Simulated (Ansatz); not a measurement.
# HF/STO-3G run of C2H3Cl (SMILES C=CCl)

Aim: the electronic atomisation energy of C2H3Cl at HF/STO-3G, from 4 runs. 

The calculation is run with Ansatz 0.2.0.

53 further runs of the same task are left out: 53 set aside as unsound or not needed.

## 1. The structure to begin with

C2H3Cl: 6 atoms, total charge 0, spin state singlet. SMILES: `C=CCl`. The coordinates come from a PBE0-D4/def2-TZVP relaxation.

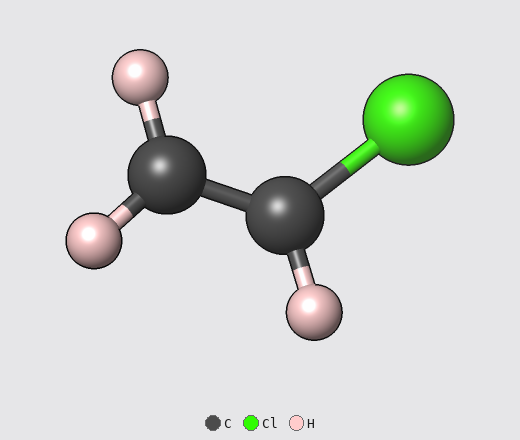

Viewed from a chosen angle; carbon dark grey, chlorine green, hydrogen pink.

## 2. The energy at HF/STO-3G

molecule.yaml reads:

```yaml
crystal:
  periodic: [false, false, false]
  atoms:
    - {symbol: C, position_ang: [-0.461860, 0.202020, -0.539180]}
    - {symbol: C, position_ang: [0.378470, -0.011560, 0.455830]}
    - {symbol: Cl, position_ang: [0.897380, -1.579540, 0.939640]}
    - {symbol: H, position_ang: [-0.883050, -0.607730, -1.121290]}
    - {symbol: H, position_ang: [-0.744690, 1.217510, -0.788270]}
    - {symbol: H, position_ang: [0.813760, 0.779300, 1.053260]}
basis:
  gaussian:
    orbitals: STO-3G
hamiltonian:
  xc: hf
accuracy: high
output:
  orbitals: {seedname: orbitals}
```

Command:

```bash
$ ansatz run molecule.yaml --threads 1 --pin off --max-ram 3480MiB --events-out events.jsonl --progress --plain --runs-dir runs
```

Log:

```text
Warning: RAYON_NUM_THREADS=1 ignored (pool sized by the plan → 1); use --threads N
Functional definition: HF
  name "HF"
  exchange = exact_x
  correlation = 0
400 factors; integrals over basis functions are off by at most 1.1e-8 eV
mean field evaluation 1: about -14450.1203 eV, gradient 1.6e1 eV
mean field evaluation 2: about -14450.2108 eV, gradient 1.6e1 eV
mean field evaluation 4: about -14451.3115 eV, gradient 1.6e0 eV
mean field evaluation 8: about -14451.3222 eV, gradient 2.1e-2 eV
mean field -14451.32224481 eV, -531.0762970389 hartree, gradient 6.2e-8 eV, S^2 0.000000; 0 other end points of the search recorded, 0 dependent functions left out
reference -14451.32224481 eV, -531.0762970389 hartree; 16, 16 occupied and 6, 6 virtual orbitals, 400 factors
Total energy: -14451.32224481 eV, -531.0762970389 hartree
```

Run time: 0.14 s. Hardware: 1 thread of Arm Neoverse V1, shared host.

## 3. The C atom at the same level

job.yaml reads:

```yaml
crystal:
  periodic: [false, false, false]
  atoms:
    - {symbol: C, position_ang: [0.000000, 0.000000, 0.000000]}
basis:
  gaussian:
    orbitals: STO-3G
hamiltonian:
  xc: hf
magnetization:
  spin_polarized: true
  initial_magnetization: 2
accuracy: high
```

Run the same way, it converges to -37.19839 Eh (log not shown).

## 4. The Cl atom

job.yaml reads:

```yaml
basis:
  gaussian: {orbitals: STO-3G}
crystal:
  periodic: [false, false, false]
  atoms:
    - symbol: Cl
      position_ang: [0.000000, 0.000000, 0.000000]
magnetization: {spin_polarized: true, initial_magnetization: 1}
hamiltonian: {xc: hf}
accuracy: high
```

Run the same way, it converges to -454.54219 Eh (log not shown).

## 5. The H atom

input.yaml reads:

```yaml
basis:
  gaussian:
    orbitals: STO-3G
crystal:
  periodic: [false, false, false]
  atoms:
    - {symbol: H, position_ang: [0.000000, 0.000000, 0.000000]}
accuracy: high
hamiltonian:
  xc: hf
magnetization:
  spin_polarized: true
  initial_magnetization: 1
```

Run the same way, it converges to -0.46658 Eh (log not shown).

## 6. What came out

Level: HF/STO-3G.

| quantity | value |
| --- | --- |
| molecule: total energy | -531.07630 Eh |
| molecule: HOMO energy | -8.89 eV |
| molecule: LUMO energy | 7.77 eV |
| molecule: HOMO–LUMO gap | 16.66 eV |
| C atom: total energy | -37.19839 Eh |
| C atom: ⟨S²⟩ | 2.000 |
| Cl atom: total energy | -454.54219 Eh |
| Cl atom: ⟨S²⟩ | 0.750 |
| H atom: total energy | -0.46658 Eh |
| H atom: ⟨S²⟩ | 0.750 |
| electronic atomisation energy | 20.070 eV |

**Reading.** Taking the molecule apart into free atoms costs 20.07 eV (463 kcal/mol), before zero-point energy and without spin-orbit coupling. Hartree–Fock lacks the correlation of the bonding pairs, which as a rule makes this value much too low; in minimal bases other errors can mask that. In a minimal basis such a difference can be off by several eV, whatever the method.
